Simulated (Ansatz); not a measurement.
# P₂H₂ (triplet): RPA-PBE over vertical spin and charge gaps, cc-pVTZ

How well do these functionals follow the top wave-function level for P₂H₂ (triplet) over vertical spin and charge gaps?

Program: Ansatz 0.2.0, Gaussian basis. Level of theory: cc-pVTZ, all electrons in the functionals, frozen cores in the correlation of double hybrids and RPA. These are calculated values, not measurements.

Plan: RPA-PBE, at charge 0, triplet; charge 0, singlet; charge 0, quintet; charge 1, doublet; charge 1, quartet.

6 further runs of the same task are left out: 6 set aside as unsound or not needed.

### Step 1. The geometry

The geometry is a PBE0/def2-TZVP stationary point (not a proven minimum).

4 atoms, charge 0, spin multiplicity 3.

Atoms are counted from 1 here; the program's logs count them from 0.

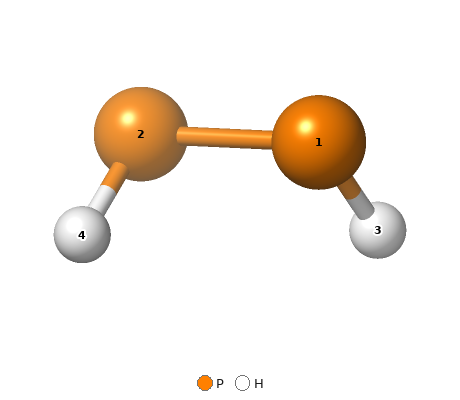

The geometry (phosphorus orange, hydrogen white); atoms are numbered from 1 in the order of the file.

No dispersion term is added.

The geometry shown and the zero of energy belong to the point charge 0, triplet. The yardstick, UCCSDT(Q), and other wave-function levels (R restricted, U unrestricted, valence and pair active spaces) come from earlier runs.

### Step 2. RPA-PBE, charge 0, triplet

in.yaml

```yaml
crystal:
  periodic: [false, false, false]
  atoms:
    - {symbol: P, position_ang: [-0.031349, -0.073548, 1.077042]}
    - {symbol: P, position_ang: [-0.031350, 0.073548, -1.077042]}
    - {symbol: H, position_ang: [0.963360, 0.931093, 1.276164]}
    - {symbol: H, position_ang: [0.963376, -0.931077, -1.276164]}
basis:
  gaussian: {orbitals: cc-pVTZ}
magnetization: {spin_polarized: true, initial_magnetization: 2}
hamiltonian: {xc: {name: PBE}}
correlation: {method: rpa, electrons: outside_noble_gas}
```

On the command line:

```bash
> ansatz run in.yaml --threads 2 --pin off --events-out ev --progress --plain --max-ram 24576MiB --backend cuda --devices 0, --max-vram 18GiB
```

What it wrote:

```text
Functional definition: PBE
  name "PBE"
  cite "Perdew, Burke & Ernzerhof, Phys. Rev. Lett. 77, 3865 (1996) doi:10.1103/PhysRevLett.77.3865"
  parent pbe
  parameter kappa = 0.804
  parameter beta = 0.06672455060314922
  exchange = pbe_x(kappa = kappa, mu = beta*pi^2/3)
  correlation = pbe_c(beta = beta)
542 factors; integrals over basis functions are off by at most 8.8e-4 eV
mean field evaluation 1: about -18599.3069 eV, gradient 1.1e1 eV
mean field evaluation 2: about -18599.3011 eV, gradient 1.1e1 eV
mean field evaluation 4: about -18600.1650 eV, gradient 1.7e0 eV
mean field evaluation 8: about -18600.1865 eV, gradient 6.8e-2 eV
mean field evaluation 16: about -18600.1865 eV, gradient 9.2e-5 eV
mean field -18600.18650060 eV, -683.5442462377 hartree, gradient 2.4e-6 eV, S^2 2.007266; 0 other end points of the search recorded, 0 dependent functions left out
10 core orbitals not correlated: weight in the atoms' cores, before any rotation towards them, 1.000 or more for the frozen orbitals, at most 0.000 for the correlated occupied ones
reference -18574.45949547 eV, -682.5987962378 hartree; 7, 5 occupied and 79, 81 virtual orbitals, 542 factors
Total energy: -18588.17942812 eV, -683.1029944628 hartree
```

Wall time 7.5 s (1 × H100 (card shared with other runs) with 2 threads of AMD EPYC 7R13, shared host); peak host memory 0.86 GiB.

From the report: ⟨S²⟩ of the determinant 2.007 (pure triplet: 2.00).

### Step 3. RPA-PBE, charge 0, singlet

in.yaml: that of step 2 with these lines changed.

```diff
@@ -9,3 +9,3 @@
   gaussian: {orbitals: cc-pVTZ}
-magnetization: {spin_polarized: true, initial_magnetization: 2}
+magnetization: {spin_polarized: true, initial_magnetization: 0}
 hamiltonian: {xc: {name: PBE}}
```

On the command line:

```bash
> ansatz run in.yaml --threads 1 --pin off --events-out ev --progress --plain --max-ram 4096MiB --backend cpu
```

What it wrote, cut to the lines that bear on the results:

```text
Functional definition: PBE
  name "PBE"
  cite "Perdew, Burke & Ernzerhof, Phys. Rev. Lett. 77, 3865 (1996) doi:10.1103/PhysRevLett.77.3865"
  parent pbe
[...]
542 factors; integrals over basis functions are off by at most 8.8e-4 eV
[...]
mean field -18600.13720747 eV, -683.5424347487 hartree, gradient 1.1e-6 eV, S^2 1.010899; 14 other end points of the search recorded, 0 dependent functions left out
10 core orbitals not correlated: weight in the atoms' cores, before any rotation towards them, 1.000 or more for the frozen orbitals, at most 0.000 for the correlated occupied ones
reference -18574.44153612 eV, -682.5981362438 hartree; 6, 6 occupied and 80, 80 virtual orbitals, 542 factors
Total energy: -18588.14290279 eV, -683.1016521816 hartree
```

Run time: 12 s. Hardware: 1 thread of AMD EPYC 7R13, shared host.

From the report: ⟨S²⟩ of the determinant 1.011 (pure singlet: 0.00). The determinant is far from a pure spin state, so its energy mixes those of several spin states (harmless only where they are near-degenerate, as at dissociation).

From charge 0, triplet: +0.037 eV.

### Step 4. RPA-PBE, charge 0, quintet

in.yaml: that of step 3 with these lines changed.

```diff
@@ -9,3 +9,3 @@
   gaussian: {orbitals: cc-pVTZ}
-magnetization: {spin_polarized: true, initial_magnetization: 0}
+magnetization: {spin_polarized: true, initial_magnetization: 4}
 hamiltonian: {xc: {name: PBE}}
```

On the command line:

```bash
> ansatz run in.yaml --threads 2 --pin off --events-out ev --progress --plain --max-ram 24576MiB --backend cuda --devices 0, --max-vram 18GiB
```

What it wrote, cut to the lines that bear on the results:

```text
Functional definition: PBE
  name "PBE"
  cite "Perdew, Burke & Ernzerhof, Phys. Rev. Lett. 77, 3865 (1996) doi:10.1103/PhysRevLett.77.3865"
  parent pbe
[...]
542 factors; integrals over basis functions are off by at most 8.8e-4 eV
[...]
mean field -18595.03148203 eV, -683.3548027996 hartree, gradient 1.5e-6 eV, S^2 6.006823; 8 other end points of the search recorded, 0 dependent functions left out
10 core orbitals not correlated: weight in the atoms' cores, before any rotation towards them, 1.000 or more for the frozen orbitals, at most 0.000 for the correlated occupied ones
reference -18569.54351537 eV, -682.4181373012 hartree; 8, 4 occupied and 78, 82 virtual orbitals, 542 factors
Total energy: -18582.90373168 eV, -682.9091161947 hartree
```

Wall time 6.5 s (1 × H100 (card shared with other runs) with 2 threads of AMD EPYC 7R13, shared host); peak host memory 0.87 GiB.

From the report: ⟨S²⟩ of the determinant 6.007 (pure quintet: 6.00).

From charge 0, triplet: +5.276 eV.

### Step 5. RPA-PBE, charge 1, doublet

in.yaml: that of step 4 with these lines changed.

```diff
@@ -9,3 +9,4 @@
   gaussian: {orbitals: cc-pVTZ}
-magnetization: {spin_polarized: true, initial_magnetization: 4}
+total_charge: 1
+magnetization: {spin_polarized: true, initial_magnetization: 1}
 hamiltonian: {xc: {name: PBE}}
```

Same command.

What it wrote, cut to the lines that bear on the results:

```text
Functional definition: PBE
  name "PBE"
  cite "Perdew, Burke & Ernzerhof, Phys. Rev. Lett. 77, 3865 (1996) doi:10.1103/PhysRevLett.77.3865"
  parent pbe
[...]
542 factors; integrals over basis functions are off by at most 8.8e-4 eV
[...]
mean field -18591.30134415 eV, -683.2177227609 hartree, gradient 6.8e-6 eV, S^2 0.846436; 7 other end points of the search recorded, 0 dependent functions left out
10 core orbitals not correlated: weight in the atoms' cores, before any rotation towards them, 1.000 or more for the frozen orbitals, at most 0.000 for the correlated occupied ones
reference -18565.55661349 eV, -682.2716213597 hartree; 6, 5 occupied and 80, 81 virtual orbitals, 542 factors
Total energy: -18579.24935140 eV, -682.7748201963 hartree
```

Wall time 15 s (1 × H100 (card shared with other runs) with 2 threads of AMD EPYC 7R13, shared host); peak host memory 0.87 GiB.

From the report: ⟨S²⟩ of the determinant 0.846 (pure doublet: 0.75).

From charge 0, triplet: +8.930 eV.

### Step 6. RPA-PBE, charge 1, quartet

in.yaml: that of step 5 with these lines changed.

```diff
@@ -10,3 +10,3 @@
 total_charge: 1
-magnetization: {spin_polarized: true, initial_magnetization: 1}
+magnetization: {spin_polarized: true, initial_magnetization: 3}
 hamiltonian: {xc: {name: PBE}}
```

The command is unchanged.

What it wrote, cut to the lines that bear on the results:

```text
Functional definition: PBE
  name "PBE"
  cite "Perdew, Burke & Ernzerhof, Phys. Rev. Lett. 77, 3865 (1996) doi:10.1103/PhysRevLett.77.3865"
  parent pbe
[...]
542 factors; integrals over basis functions are off by at most 8.8e-4 eV
[...]
mean field -18590.36011128 eV, -683.1831330909 hartree, gradient 6.6e-6 eV, S^2 3.757874; 0 other end points of the search recorded, 0 dependent functions left out
10 core orbitals not correlated: weight in the atoms' cores, before any rotation towards them, 1.000 or more for the frozen orbitals, at most 0.000 for the correlated occupied ones
reference -18565.65128671 eV, -682.2751005362 hartree; 7, 4 occupied and 79, 82 virtual orbitals, 542 factors
Total energy: -18578.19975908 eV, -682.7362483900 hartree
```

Run time: 5.5 s. Hardware: 1 × H100 (card shared with other runs) with 2 threads of AMD EPYC 7R13, shared host; peak host memory 0.87 GiB.

From the report: ⟨S²⟩ of the determinant 3.758 (pure quartet: 3.75).

From charge 0, triplet: +9.980 eV.

### Step 7. The comparison

The yardstick is UCCSDT(Q), where the cluster series has nearly closed. It comes from earlier runs at the same points. Energies in eV, counted from charge 0, triplet; blanks weren't run or aren't comparable.

| level | triplet to singlet | triplet to quintet | ionisation to the doublet cation | ionisation to the quartet cation |
| --- | --- | --- | --- | --- |
| UCCSDT(Q) |  | 5.266 |  | 9.796 |
| RPA-PBE | 0.037 | 5.276 | 8.930 | 9.980 |

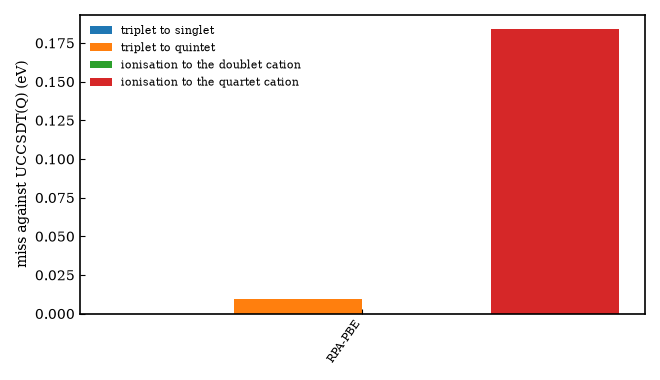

Misses of the gaps against UCCSDT(Q).

Largest miss and mean time a point (UCCSDT(Q) took 30 s a point; shared hosts):

| level | largest miss (eV) | where | time a point |
| --- | --- | --- | --- |
| RPA-PBE | +0.184 | ionisation to the quartet cation | 9.3 s |

### Step 8. Results

| quantity | value |
| --- | --- |
| triplet to quintet, UCCSDT(Q) | 5.266 eV |
| ionisation to the quartet cation, UCCSDT(Q) | 9.796 eV |
| largest miss, RPA-PBE | +0.184 eV (ionisation to the quartet cation) |

Misses are known at 2 of 4 points at best, and only functionals with that many are ranked. RPA-PBE strays by up to 0.184 eV, at ionisation to the quartet cation. RPA-PBE clearly breaks the spin symmetry at some points (⟨S²⟩ up to 1.01 above the pure value), so energy there is bought with a mixed spin. Functionals and the yardstick converge differently with the basis, so part of each miss in cc-pVTZ is the basis.
